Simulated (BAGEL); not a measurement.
# CHFNSi (SMILES N#C[SiH]F): UHF/def2-SVPD (density fitting with svp-jkfit)

Aim: a geometry optimisation of CHFNSi. 

The calculation is run with BAGEL 1.2.2.

## Step 1: The structure to begin with

CHFNSi: 5 atoms, total charge 0, spin state doublet. As SMILES, `N#C[SiH]F`. Geometry: relaxed at PBE0-D4/def2-TZVP. The run starts from this shape.

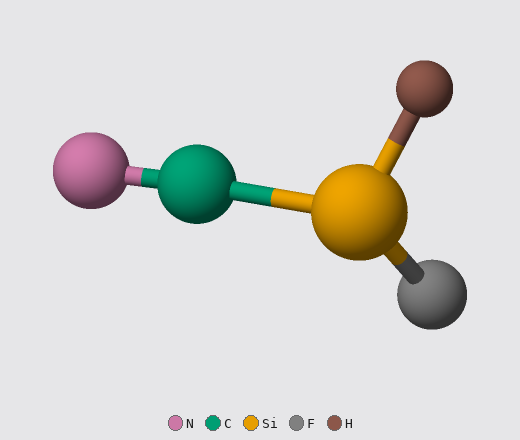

The structure, seen from a chosen angle (nitrogen pink, carbon teal, silicon amber, fluorine grey, hydrogen brown).

## Step 2: A structure relaxation at UHF/def2-SVPD (density fitting with svp-jkfit)

input.json reads:

```json
{ "bagel" : [

{
  "title" : "molecule",
  "basis" : "def2-svpd.json",
  "df_basis" : "svp-jkfit",
  "angstrom" : true,
  "geometry" : [
    { "atom" : "N", "xyz" : [    1.347400,   -1.164000,    1.391300 ] },
    { "atom" : "C", "xyz" : [    0.713800,   -0.590000,    0.616200 ] },
    { "atom" : "Si", "xyz" : [   -0.146100,    0.297600,   -0.743500 ] },
    { "atom" : "F", "xyz" : [   -1.590300,   -0.347100,   -0.917700 ] },
    { "atom" : "H", "xyz" : [   -0.274900,    1.730000,   -0.387600 ] }
  ]
},
{
  "title" : "optimize",
  "maxiter" : 40,
  "method" : [
    { "title" : "uhf", "nopen" : 1 }
  ]
}

]}
```

The basis set def2-SVPD is read from a file made from the Basis Set Exchange's data (not shown).

Command:

```sh
$ BAGEL_NUM_THREADS=1 BAGEL input.json > input.out
```

Log:

```text
* using 1 threads per process

  ===============================================================
  ===============================================================

  *** Geometry ***

  { "atom" : "N", "xyz" : [      2.546217,     -2.199641,      2.629176 ] },
  { "atom" : "C", "xyz" : [      1.348887,     -1.114938,      1.164449 ] },
  { "atom" : "Si", "xyz" : [     -0.276089,      0.562382,     -1.405011 ] },
  { "atom" : "F", "xyz" : [     -3.005231,     -0.655924,     -1.734202 ] },
  { "atom" : "H", "xyz" : [     -0.519486,      3.269226,     -0.732458 ] },

  Number of auxiliary basis functions:      375

  Since a DF basis is specified, we compute 2- and 3-index integrals:
    o Being stored without compression. Storage requirement is 0.027 GB

  Number of basis functions:       95
  Number of electrons      :       37

    * METHOD: MOLECULE                             0.14

    o Connectivitiy analysis
       bond:       0     1     bond length    2.1807 bohr
       bond:       1     2     bond length    3.4722 bohr
       bond:       2     3     bond length    3.0068 bohr
       bond:       2     4     bond length    2.7997 bohr
      Nonredundant internal coordinate generated (dim = 9)
    * Use approximate Hessian for optimization

  *** Open-shell HF ***

  === Nuclear Repulsion ===
   130.7648012512

      * DIIS with orbital gradients will be used.

  === UHF iteration (def2-svpd.json) ===
      0       -480.69292786          0.04852536           0.11
      1       -480.84709907          0.04288855           0.11
      2       -480.91401093          0.03389740           0.12
      3       -481.04522109          0.00384199           0.12
      4       -481.04749830          0.00146466           0.10
      5       -481.04811061          0.00037543           0.10
      6       -481.04821645          0.00013773           0.10
      7       -481.04825806          0.00006783           0.10
      8       -481.04829246          0.00004090           0.10
      9       -481.04831783          0.00003530           0.13
[... 27 lines of this table left out ...]
     37       -481.04857250          0.00000002           0.10
     38       -481.04857250          0.00000002           0.10
     39       -481.04857250          0.00000001           0.10
     40       -481.04857250          0.00000001           0.10
    * SCF iteration converged.

    * S^2 (UHF) is 0.7972

    * Permanent dipole moment:
           (    0.171063,    -0.886639,     0.843398) a.u.

  * Gradient computed with                              0.88

  === Convergence status ===

                         Maximum     Tolerance   Converged?
  * Gradient            0.032553      0.000300           No
  * Displacement        0.021047      0.001200           No
  * Energy change    -481.048573      0.000001           No

  *** Geometry optimization started ***
     iter         energy               grad rms       time

      1       -481.04857250          0.01703039        5.22
      2       -481.04952820          0.00437195        4.25
      3       -481.04927400          0.00512316        3.34
      4       -481.04742271          0.01249660        3.78
      5       -481.04515364          0.02495068        5.81
      6       -481.04823038          0.01274879        5.03
      7       -481.04863465          0.00790916        4.65
      8       -481.04917737          0.00555196        3.96
      9       -481.04241094          0.02030581        4.90
     10       -481.04556743          0.02622743        6.03
[... 24 lines of this table left out ...]
     35       -481.04975244          0.00019110        3.04
     36       -481.04975144          0.00034000        2.92
     37       -481.04975262          0.00013962        2.36
     38       -481.04975287          0.00001340        2.34

  *** Geometry ***

  { "atom" : "N", "xyz" : [      2.544967,     -2.198832,      2.627823 ] },
  { "atom" : "C", "xyz" : [      1.365620,     -1.128430,      1.184009 ] },
  { "atom" : "Si", "xyz" : [     -0.319114,      0.675895,     -1.322778 ] },
  { "atom" : "F", "xyz" : [     -2.904419,     -0.818696,     -1.913433 ] },
  { "atom" : "H", "xyz" : [     -0.916094,      3.220288,     -0.378525 ] },

    * METHOD: OPTIMIZE                           134.85

  ===============================================================
```

Run time: 2.3 min. Hardware: 1 thread of Intel Xeon Platinum 8488C (Sapphire Rapids), shared host; peak memory 0.17 GiB.

The path in brief:

```
step  energy from the first frame kept (eV)  largest force (eV/Å)
   0                                 0.0000                2.4633
   2                                -0.0191                0.6641
   4                                 0.0930                3.8155
   6                                -0.0017                0.9896
   8                                 0.1677                2.3711
  10                                 0.0067                1.0350
  12                                 0.0171                0.9108
  14                                 0.0613                3.0161
  16                                -0.0229                0.3242
  18                                -0.0290                0.1715
  20                                -0.0313                0.0740
  22                                -0.0319                0.0804
  24                                -0.0313                0.1382
  26                                -0.0319                0.0765
  28                                -0.0321                0.0110
  30                                -0.0320                0.0427
  32                                -0.0319                0.0966
  34                                -0.0321                0.0246
  36                                -0.0321                0.0156
  37                                -0.0321                0.0015
```

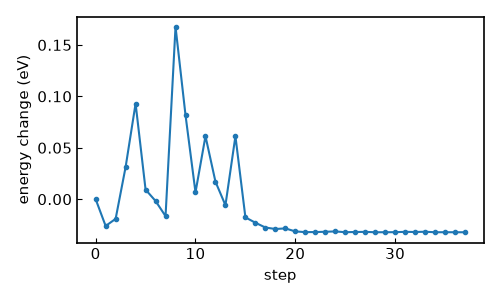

Energy along the run.

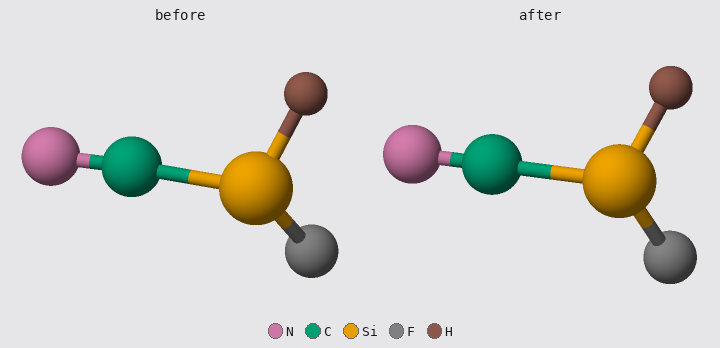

Before and after, at one scale.

After the run. Bond lengths: N1–C2 1.138 Å, C2–Si3 1.862 Å, Si3–F4 1.611 Å, Si3–H5 1.470 Å. Angles: N1–C2–Si3 175.3°, C2–Si3–F4 107.0°, C2–Si3–H5 109.3°, F4–Si3–H5 109.5°.

## Step 3: What came out

Level: UHF/def2-SVPD (density fitting with svp-jkfit).

| quantity | value |
| --- | --- |
| total energy at the end | -481.04975 Eh |

What this shows: At the final geometry: Bond lengths: N1–C2 1.138 Å, C2–Si3 1.862 Å, Si3–F4 1.611 Å, Si3–H5 1.470 Å. Angles: N1–C2–Si3 175.3°, C2–Si3–F4 107.0°, C2–Si3–H5 109.3°, F4–Si3–H5 109.5°. The optimisation took 38 steps and changed the energy by -0.032 eV.
